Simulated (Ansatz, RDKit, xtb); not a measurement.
# Which structure has the formula SiNH3BrO?

Only the formula SiNH3BrO is given (odd number of electrons). Aim: find the structure of lowest free energy at 298.15 K, then its properties.

The funnel: GFN2-xTB relaxations, single points with a density functional, relaxations at B3LYP-D3(BJ)/def2-SVP, harmonic vibrations, and a last energy at a higher level. All values are calculated.

5 further runs of the same task are left out: 5 set aside as unsound or not needed.

### Step 1. Drawing up candidates

All bonding patterns within simple valence rules are listed by program: one Lewis structure each, at most two rings and one unusual centre or charged pair. O–O, O–halogen and N–halogen bonds and N–N–N chains are not drawn. That gives 10 candidates.

```
label              SMILES     spin
 c002           NO[SiH]Br  doublet
 c007          N[Si](O)Br  doublet
 c102  [NH3+][Si-]([O])Br  doublet
 c113        O[N][SiH2]Br  doublet
 c323     [NH][Si@H](O)Br  doublet
 c360      N[Si@H]([O])Br  doublet
 c665   [O-][NH2+][SiH]Br  doublet
 c817        [O]N[SiH2]Br  doublet
 c845           ON[SiH]Br  doublet
 c907       [NH]O[SiH2]Br  doublet
```

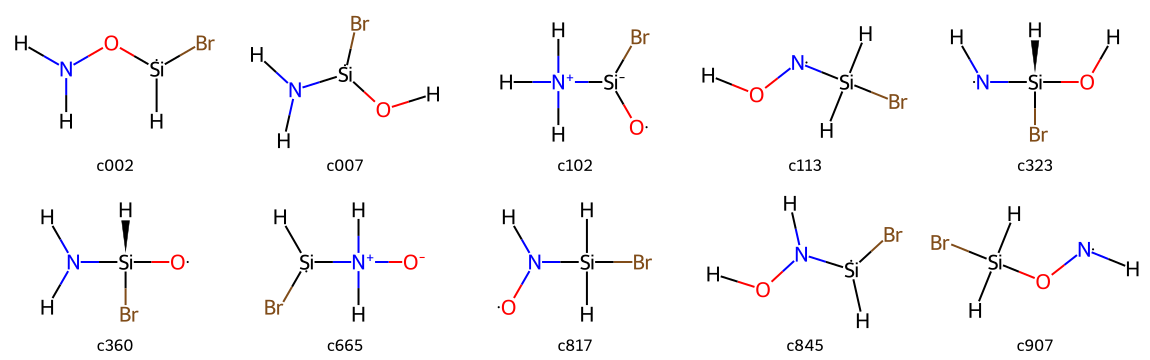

Structural formulas of the candidates.

Candidates are built by distance geometry, with a force field where one applies, in up to four conformers (letters a to d). 10 starts with atoms placed at random are added, to find patterns that the rules miss.

### Step 2. First filter: tight binding

All 39 starts are relaxed the same way. One of them, c845b (enumerated, embedded by distance geometry and MMFF94), in full:

File start.xyz:

```xyz
7
c845b
Br    -2.465492     0.879252    -0.269537
N      0.530125     0.231124    -0.180143
O      1.936026     0.206767    -0.748655
Si    -0.678294     0.276419    -1.342584
H      2.288131    -0.532496    -0.367525
H      0.555895     1.092584     0.396110
H     -0.799854    -1.126389    -1.851145
```

Launch:

```
xtb start.xyz --gfn 2 --opt --uhf 1
```

What it wrote, cut to the lines that bear on the results:

```text
* xtb version 6.7.1
[...]
          :  # basis functions                  31          :
[...]
          :  # electrons                        25          :
[...]
          :  Hamiltonian                  GFN2-xTB          :
[...]
          :  net charge                          0          :
          :  unpaired electrons                  1          :
[...]
   *** convergence criteria satisfied after 15 iterations ***
[...]
   *** GEOMETRY OPTIMIZATION CONVERGED AFTER 11 ITERATIONS ***
[...]
   *** convergence criteria satisfied after 3 iterations ***
[...]
         ::                     SUMMARY                     ::
         :::::::::::::::::::::::::::::::::::::::::::::::::::::
         :: total energy             -14.279403858515 Eh    ::
         :: gradient norm              0.000345020702 Eh/a0 ::
         :: HOMO-LUMO gap              3.305945339398 eV    ::
         ::.................................................::
         :: SCC energy               -14.346067158695 Eh    ::
         :: -> isotropic ES            0.039693035611 Eh    ::
         :: -> anisotropic ES         -0.007738888676 Eh    ::
         :: -> anisotropic XC         -0.005068749432 Eh    ::
         :: -> dispersion             -0.004369116808 Eh    ::
         :: repulsion energy           0.066663300180 Eh    ::
         :: add. restraining           0.000000000000 Eh    ::
         :: total charge              -0.000000000000 e     ::
         :::::::::::::::::::::::::::::::::::::::::::::::::::::
[...]
        13        1.0000           -0.3216106              -8.7515 (HOMO)
        14                         -0.2001194              -5.4455 (LUMO)
[...]
     #   Z          covCN         q      C6AA      α(0)
     1  35          0.831    -0.265   192.192    22.352
     2   7          2.594    -0.216    25.717     7.532
     3   8          1.729    -0.387    20.578     6.125
     4  14          2.581     0.449   177.570    29.243
     5   1          0.804     0.303     0.711     1.325
     6   1          0.860     0.160     1.334     1.809
     7   1          0.920    -0.045     3.977     3.119
[...]
     #   Z sym  total        # sym  WBO       # sym  WBO       # sym  WBO
 ---------------------------------------------------------------------------
     1  35      1.223 --     4      1.094
     2   7      3.186 --     4      1.102     3      1.013     6      0.958
     3   8      1.937 --     2      1.013     5      0.896
     4  14      3.095 --     2      1.102     1      1.094     7      0.876
     5   1      0.908 --     3      0.896
     6   1      0.974 --     2      0.958
     7   1      0.993 --     4      0.876
 ---------------------------------------------------------------------------
[...]
molecular dipole:
                 x           y           z       tot (Debye)
 q only:        0.545      -0.267      -0.374
   full:        1.591      -0.680      -0.533       4.603
molecular quadrupole (traceless):
[...]
          | TOTAL ENERGY              -14.279403858515 Eh   |
          | GRADIENT NORM               0.000345020702 Eh/α |
          | HOMO-LUMO GAP               3.305945339398 eV   |
           -------------------------------------------------
[...]
```

Run time: 0.05 s. Hardware: 2 threads of Arm Neoverse V2, shared host.

### Step 3. Distinct minima at GFN2-xTB

39 of the 39 relaxations converged; 10 ended on a minimum already found. 29 distinct structures remain, the lowest 22 here:

```
label             start          SMILES after     spin  energy (kcal/mol)           note
c007b             drawn            N[Si](O)Br  doublet                0.0               
c360b             drawn  [Br].[NH2][SiH][O] ‡  doublet                0.3     fell apart
c007a             drawn            N[Si](O)Br  doublet                0.9               
c323b             drawn       [NH][Si@H](O)Br  doublet               11.3               
c102b             drawn  [NH3][Si]([O])[Br] ‡  doublet               12.6               
 c184            random       [Br].[NH][SiH]O  doublet               15.6     fell apart
c323a             drawn       [NH][Si@H](O)Br  doublet               15.6               
 c953            random          O.[NH][Si]Br  doublet               46.0     fell apart
c907a             drawn         [NH]O[SiH2]Br  doublet               48.0               
c002b             drawn             NO[SiH]Br  doublet               49.0               
c907b             drawn         [NH]O[SiH2]Br  doublet               49.0               
 c516            random         [NH]O[SiH2]Br  doublet               49.6               
c665a             drawn             NO[SiH]Br  doublet               49.7  bonds changed
c002a             drawn             NO[SiH]Br  doublet               49.8               
c817a             drawn          [O]N[SiH2]Br  doublet               51.8               
c817c             drawn          [O]N[SiH2]Br  doublet               54.4               
c113a  drawn and random          O[N][SiH2]Br  doublet               57.3               
c113b             drawn          O[N][SiH2]Br  doublet               57.9               
c113d             drawn          O[N][SiH2]Br  doublet               60.4               
c845b             drawn             ON[SiH]Br  doublet               61.3               
c845d             drawn             ON[SiH]Br  doublet               62.1               
c845c             drawn             ON[SiH]Br  doublet               62.4
```

‡ marks the bonded skeleton alone, with all bonds drawn single: no Lewis structure was assigned that passes a check against the bond lengths.

GFN2-xTB has no spin polarisation, so it can't rank spin states and is rough for open shells.

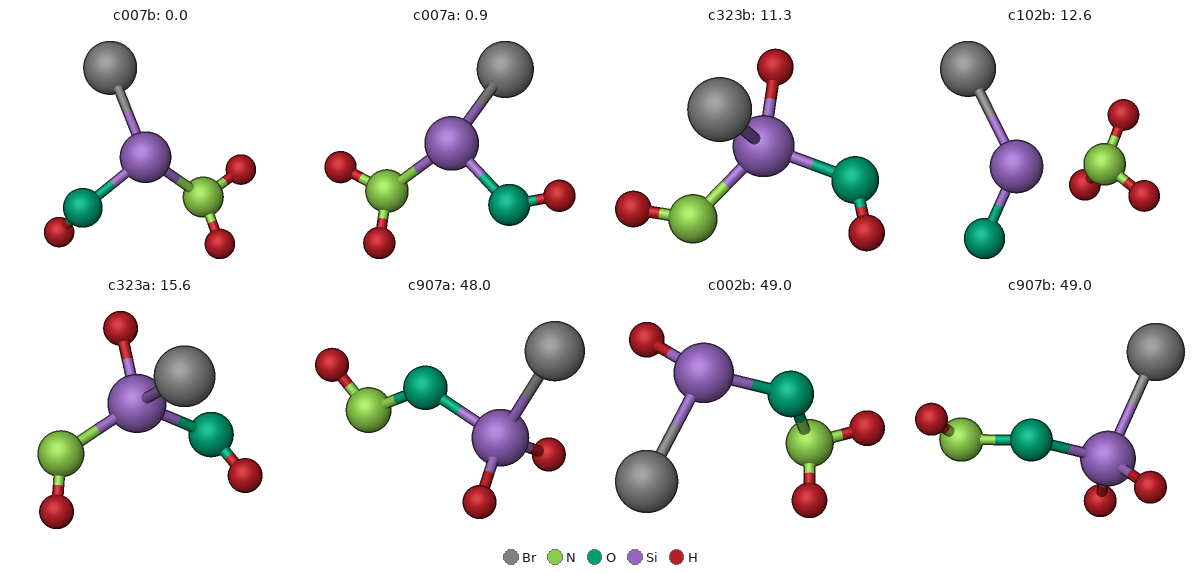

The 8 lowest minima that did not fall apart, with their GFN2-xTB energies in kcal/mol.

### Step 4. Screening with a density functional

A choice of the minima (the low ones first, few conformers of a pattern, up to a cap) and the lowest that fell apart get a single point at r2SCAN-D4/def2-SVP on the tight-binding geometry, and one at HF/STO-3G for comparison. The first, c007b:

File input.yaml:

```yaml
crystal:
  periodic: [false, false, false]
  atoms:
    - {symbol: Br, position_ang: [0.711064, -0.534923, 1.254634]}
    - {symbol: "N", position_ang: [-1.389722, 0.360923, -0.895385]}
    - {symbol: O, position_ang: [0.651335, -1.162611, -1.877710]}
    - {symbol: Si, position_ang: [0.311096, 0.060485, -0.882091]}
    - {symbol: H, position_ang: [-1.783218, 0.980953, -0.206689]}
    - {symbol: H, position_ang: [-1.861112, 0.470346, -1.778133]}
    - {symbol: H, position_ang: [0.173323, -1.994372, -1.865645]}
basis:
  gaussian: {orbitals: def2-SVP}
magnetization: {spin_polarized: true, initial_magnetization: 1}
hamiltonian: {xc: {name: r2SCAN}, dispersion: d4}
scf: {lower_state_search: off}
```

Launch:

```
ansatz run input.yaml --threads 2 --pin off --max-ram 4350MiB --events-out events.jsonl --progress --plain --runs-dir runs
```

What it wrote, cut to the lines that bear on the results:

```text
Warning: RAYON_NUM_THREADS=2 ignored (pool sized by the plan → 2); use --threads N
Functional definition: r2SCAN
  name "r2SCAN"
[...]
1030 factors; their error is unknown
[...]
mean field -81495.34808695 eV, -2994.8988026645 hartree, gradient 3.5e-6 eV, S^2 0.753114; 0 other end points of the search recorded, 0 dependent functions left out
reference -81495.34809694 eV, -2994.8988030315 hartree; 34, 33 occupied and 59, 60 virtual orbitals, 1030 factors
Total energy: -81495.38660052 eV, -2994.9002180120 hartree
Checks for a lower state left out: stability, starts, cluster_reference, orbital_swaps, neighbouring_geometries, increment
```

Run time: 2.6 s. Hardware: 2 threads of Arm Neoverse V2, shared host.

Relative energies in kcal/mol, each column from its lowest structure that stays in one piece:

```
label                SMILES     spin  GFN2-xTB  HF/STO-3G  r2SCAN-D4/def2-SVP
c007a            N[Si](O)Br  doublet       0.9        0.0                 0.0
c007b            N[Si](O)Br  doublet       0.0        1.5                 1.3
c102b  [NH3][Si]([O])[Br] ‡  doublet      12.6       37.8                22.4
c323a       [NH][Si@H](O)Br  doublet      15.6       20.0                27.8
c323b       [NH][Si@H](O)Br  doublet      11.3       25.4                29.9
c360b  [Br].[NH2][SiH][O] ‡  doublet       0.3       81.8                53.2
```

‡ marks the bonded skeleton alone, with all bonds drawn single: no Lewis structure was assigned that passes a check against the bond lengths.

### Step 5. A second chance for lost patterns

Some ordinary bonding patterns rearranged or fell apart under GFN2-xTB. Their starts are relaxed at r2SCAN-D4/def2-SVP instead (label ending in r). The first, c360ar:

File input.yaml:

```yaml
crystal:
  periodic: [false, false, false]
  atoms:
    - {symbol: Br, position_ang: [0.420137, 0.462461, -0.851679]}
    - {symbol: "N", position_ang: [-2.873793, 0.356564, -0.726816]}
    - {symbol: O, position_ang: [-1.686971, -1.028580, -2.878247]}
    - {symbol: Si, position_ang: [-1.537162, 0.388841, -1.971798]}
    - {symbol: H, position_ang: [-2.821011, -0.507181, -0.196848]}
    - {symbol: H, position_ang: [-3.824274, 0.295956, -1.260688]}
    - {symbol: H, position_ang: [-1.714587, 1.571096, -2.772812]}
basis:
  gaussian:
    orbitals: def2-SVP
total_charge: 0
magnetization:
  spin_polarized: true
  initial_magnetization: 1
hamiltonian:
  xc: r2scan
  dispersion: d4
relax:
  f_tol: 0.01
```

Launch:

```
ansatz run input.yaml --threads 2 --pin off --max-ram 4350MiB --events-out events.jsonl --progress --plain --runs-dir runs
```

What it wrote, cut to the lines that bear on the results:

```text
Warning: RAYON_NUM_THREADS=2 ignored (pool sized by the plan → 2); use --threads N
[...]
Functional definition: r2SCAN
  name "r2SCAN"
[...]
1030 factors; their error is unknown
[...]
mean field -81494.07918606 eV, -2994.8521714169 hartree, gradient 8.7e-6 eV, S^2 0.758688; 5 other end points of the search recorded, 0 dependent functions left out
[...]
reference -81494.07919471 eV, -2994.8521717347 hartree; 34, 33 occupied and 59, 60 virtual orbitals, 1030 factors
relax step   1: F+E_penalty+E_count = -81494.11615345 eV  Δ(F+E_penalty+E_count) = +0.000e0 eV  max|allowed force component| = 2.755e0 eV/Å  Δτ_max = 0.0000 Å  (152 SCF iters, accepted)
[...]
relax step   4: F+E_penalty+E_count = -81494.43678487 eV  Δ(F+E_penalty+E_count) = -1.374e-2 eV  max|allowed force component| = 1.186e-1 eV/Å  Δτ_max = 0.0444 Å  (42 SCF iters, accepted)
[...]
mean field -81494.40440213 eV, -2994.8641228871 hartree, gradient 1.5e-5 eV, S^2 0.758075; 4 other end points of the search recorded, 0 dependent functions left out
[...]
reference -81494.40441091 eV, -2994.8641232096 hartree; 34, 33 occupied and 59, 60 virtual orbitals, 1030 factors
Total energy: -81494.44168865 eV, -2994.8654931413 hartree
Atom 0 at     0.383728     0.522833    -0.862296 Å, force    -0.000012     0.000095    -0.001275 eV/Å
Atom 1 at    -2.846660     0.225817    -0.858462 Å, force    -0.001417    -0.001265     0.001624 eV/Å
Atom 2 at    -1.720638    -1.049836    -2.760116 Å, force     0.001286     0.000703    -0.000228 eV/Å
Atom 3 at    -1.524971     0.374400    -1.991670 Å, force    -0.000258    -0.000569    -0.000981 eV/Å
Atom 4 at    -2.842001    -0.578501    -0.231674 Å, force    -0.000832     0.000665     0.001096 eV/Å
Atom 5 at    -3.793897     0.425033    -1.178525 Å, force    -0.000284    -0.000127    -0.000212 eV/Å
Atom 6 at    -1.693222     1.619410    -2.776145 Å, force     0.001517     0.000498    -0.000024 eV/Å
Dipole moment:    -0.539511     0.195572     0.253442 e Å
```

Wall time 68 s (2 threads of Arm Neoverse V2, shared host).

Energies at r2SCAN-D4/def2-SVP after that relaxation, from the lowest structure of the screen (which was not relaxed at this level):

```
 label          SMILES     spin  energy (kcal/mol)
c360ar  N[Si@H]([O])Br  doublet               23.1
```

### Step 6. Relaxing the best candidates

3 candidates are relaxed at B3LYP-D3(BJ)/def2-SVP (chosen among the lowest in one piece). The first, c007a:

File input.yaml:

```yaml
crystal:
  periodic: [false, false, false]
  atoms:
    - {symbol: Br, position_ang: [0.194420, 1.208503, -1.889823]}
    - {symbol: N, position_ang: [-2.791983, 0.824382, -0.756210]}
    - {symbol: O, position_ang: [-2.050250, -0.930194, -2.563600]}
    - {symbol: Si, position_ang: [-1.477743, -0.166611, -1.246639]}
    - {symbol: H, position_ang: [-3.725852, 0.523506, -0.981786]}
    - {symbol: H, position_ang: [-2.761339, 1.308380, 0.124416]}
    - {symbol: H, position_ang: [-1.497445, -1.207564, -3.287860]}
basis:
  gaussian:
    orbitals: def2-SVP
hamiltonian:
  xc: {name: B3LYP}
  dispersion: d3bj
magnetization:
  spin_polarized: true
  initial_magnetization: 1
relax:
  f_tol: 0.003
```

Launch:

```
ansatz run input.yaml --threads 2 --pin off --max-ram 4350MiB --events-out events.jsonl --progress --plain --runs-dir runs
```

What it wrote, cut to the lines that bear on the results:

```text
Warning: RAYON_NUM_THREADS=2 ignored (pool sized by the plan → 2); use --threads N
[...]
Functional definition: B3LYP
  name "B3LYP"
[...]
965 factors; integrals over basis functions are off by at most 3.3e-4 eV
[...]
mean field -81499.18512936 eV, -2995.0398113722 hartree, gradient 6.1e-5 eV, S^2 0.752150; 0 other end points of the search recorded, 0 dependent functions left out
[...]
reference -81499.18536126 eV, -2995.0398198942 hartree; 34, 33 occupied and 59, 60 virtual orbitals, 965 factors
relax step   1: F+E_penalty+E_count = -81499.49373034 eV  Δ(F+E_penalty+E_count) = +0.000e0 eV  max|allowed force component| = 9.591e-1 eV/Å  Δτ_max = 0.0000 Å  (29 SCF iters, accepted)
[...]
relax step   8: F+E_penalty+E_count = -81499.56999180 eV  Δ(F+E_penalty+E_count) = -7.051e-4 eV  max|allowed force component| = 5.760e-2 eV/Å  Δτ_max = 0.0173 Å  (28 SCF iters, accepted)
[...]
mean field -81499.27381458 eV, -2995.0430704941 hartree, gradient 1.9e-5 eV, S^2 0.752257; 1 other end points of the search recorded, 0 dependent functions left out
[...]
reference -81499.27404887 eV, -2995.0430791038 hartree; 34, 33 occupied and 59, 60 virtual orbitals, 965 factors
Total energy: -81499.57669279 eV, -2995.0542010627 hartree
Atom 0 at     0.247341     1.315470    -1.705564 Å, force     0.000403     0.000379    -0.000103 eV/Å
Atom 1 at    -2.802069     0.776916    -0.744894 Å, force     0.002430     0.000195     0.000008 eV/Å
Atom 2 at    -2.095134    -0.788535    -2.780575 Å, force     0.000891    -0.000409     0.000020 eV/Å
Atom 3 at    -1.486753    -0.137938    -1.367240 Å, force    -0.002057    -0.000009    -0.000247 eV/Å
Atom 4 at    -3.754469     0.433127    -0.831829 Å, force    -0.002202    -0.001099    -0.000614 eV/Å
Atom 5 at    -2.681269     1.412397     0.036760 Å, force     0.000828     0.000396     0.000441 eV/Å
Atom 6 at    -1.537839    -1.451035    -3.208160 Å, force    -0.000293     0.000548     0.000494 eV/Å
Dipole moment:    -0.323988    -0.294178     0.193658 e Å
```

Wall time 73 s (2 threads of Arm Neoverse V2, shared host).

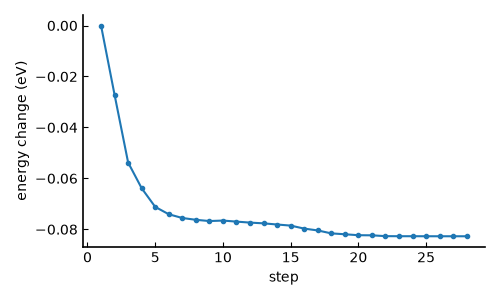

Energy along the run, all evaluated steps.

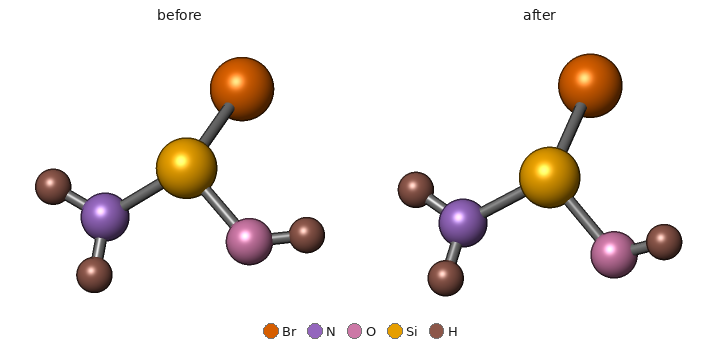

Before and after, at one scale.

After the run. Bond lengths: Br1–Si4 2.288 Å, N2–Si4 1.719 Å, O3–Si4 1.671 Å, N2–H5 1.016 Å, N2–H6 1.015 Å, O3–H7 0.966 Å. Angles: Br1–Si4–N2 107.2°, Br1–Si4–O3 113.5°, N2–Si4–O3 103.6°, Si4–N2–H5 120.4°, Si4–N2–H6 121.4°, Si4–O3–H7 115.6°, H5–N2–H6 112.9°.

### Step 7. The relaxed candidates

```csv
label,spin,r2SCAN-D4/def2-SVP (kcal/mol),"B3LYP-D3(BJ)/def2-SVP, relaxed (kcal/mol)",time
c007a,doublet,0.0,0.0,73 s
c007b,doublet,1.3,1.7,36 s
c102b,doublet,22.4,21.5,66 s
```

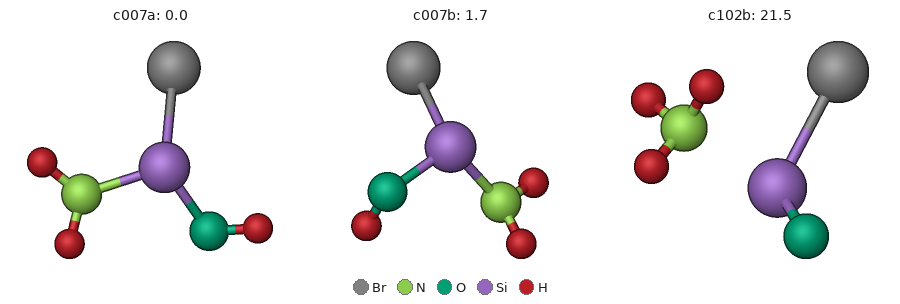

The relaxed structures, with energies at B3LYP-D3(BJ)/def2-SVP in kcal/mol.

### Step 8. Harmonic analysis of the finalists

The lowest few in one piece go on as finalists. Harmonic vibrations at B3LYP-D3(BJ)/def2-SVP test each finalist and give the zero-point energy and the thermal terms. The first, c007a:

File input.yaml:

```yaml
crystal:
  periodic: [false, false, false]
  atoms:
    - {symbol: Br, position_ang: [0.247341, 1.315470, -1.705564]}
    - {symbol: N, position_ang: [-2.802069, 0.776916, -0.744894]}
    - {symbol: O, position_ang: [-2.095134, -0.788535, -2.780575]}
    - {symbol: Si, position_ang: [-1.486753, -0.137938, -1.367240]}
    - {symbol: H, position_ang: [-3.754469, 0.433127, -0.831829]}
    - {symbol: H, position_ang: [-2.681269, 1.412397, 0.036760]}
    - {symbol: H, position_ang: [-1.537839, -1.451035, -3.208160]}
basis:
  gaussian:
    orbitals: def2-SVP
magnetization:
  spin_polarized: true
  initial_magnetization: 1
hamiltonian:
  xc: {name: B3LYP}
  dispersion: d3bj
scf:
  lower_state_search: off
phonons: {}
```

Launch:

```
ansatz run input.yaml --threads 2 --pin off --max-ram 4350MiB --events-out events.jsonl --progress --plain --runs-dir runs
```

What it wrote, cut to the lines that bear on the results:

```text
Warning: RAYON_NUM_THREADS=2 ignored (pool sized by the plan → 2); use --threads N
Functional definition: B3LYP
  name "B3LYP"
[...]
963 factors; integrals over basis functions are off by at most 2.9e-4 eV
[...]
mean field -81499.27381311 eV, -2995.0430704397 hartree, gradient 1.8e-6 eV, S^2 0.752257; 0 other end points of the search recorded, 0 dependent functions left out
[...]
reference -81499.27404765 eV, -2995.0430790591 hartree; 34, 33 occupied and 59, 60 virtual orbitals, 963 factors
[...]
963 factors; integrals over basis functions are off by at most 2.9e-4 eV
mean field -81499.27390291 eV, -2995.0430737400 hartree, gradient 1.4e-6 eV, S^2 0.752263; 0 other end points of the search recorded, 0 dependent functions left out
[...]
reference -81499.27413749 eV, -2995.0430823606 hartree; 34, 33 occupied and 59, 60 virtual orbitals, 963 factors
[...]
Total energy: -81499.57669157 eV, -2995.0542010178 hartree
Atom 0 at     0.247341     1.315470    -1.705564 Å, force     0.000359     0.000336    -0.000073 eV/Å
Atom 1 at    -2.802069     0.776916    -0.744894 Å, force     0.002486     0.000180     0.000003 eV/Å
Atom 2 at    -2.095134    -0.788535    -2.780575 Å, force     0.000868    -0.000421     0.000016 eV/Å
Atom 3 at    -1.486753    -0.137938    -1.367240 Å, force    -0.002035     0.000068    -0.000282 eV/Å
Atom 4 at    -3.754469     0.433127    -0.831829 Å, force    -0.002225    -0.001110    -0.000609 eV/Å
Atom 5 at    -2.681269     1.412397     0.036760 Å, force     0.000825     0.000408     0.000448 eV/Å
Atom 6 at    -1.537839    -1.451035    -3.208160 Å, force    -0.000278     0.000539     0.000497 eV/Å
Dipole moment:    -0.323987    -0.294179     0.193656 e Å
Vibrations: 109.04 181.04 258.97 285.74 320.12 348.75 400.15 749.83 810.54 852.87 912.05 1516.60 3568.60 3677.24 3863.40 cm⁻¹, zero-point energy 1.106865 eV
Checks for a lower state left out: stability, starts, cluster_reference, orbital_swaps, neighbouring_geometries, increment
```

Run time: 68 s. Hardware: 2 threads of Arm Neoverse V2, shared host.

### Step 9. Zero-point energy and free-energy terms

At 298.15 K and 1 atm, ideal gas, rigid rotor and harmonic oscillator:

```
label                SMILES     spin  point group  lowest mode (cm⁻¹)  zero-point (kcal/mol)  G − E (kcal/mol)
c007a            N[Si](O)Br  doublet           C1                 109                   25.5               5.2
c007b            N[Si](O)Br  doublet           C1                 144                   25.5               5.3
c102b  [NH3][Si]([O])[Br] ‡  doublet           C1                  38                   26.9               5.9
```

Chiral structures get −RT ln 2 for their mirror image.

‡ marks the bonded skeleton alone, with all bonds drawn single: no Lewis structure was assigned that passes a check against the bond lengths.

[end of part 1 of 2]
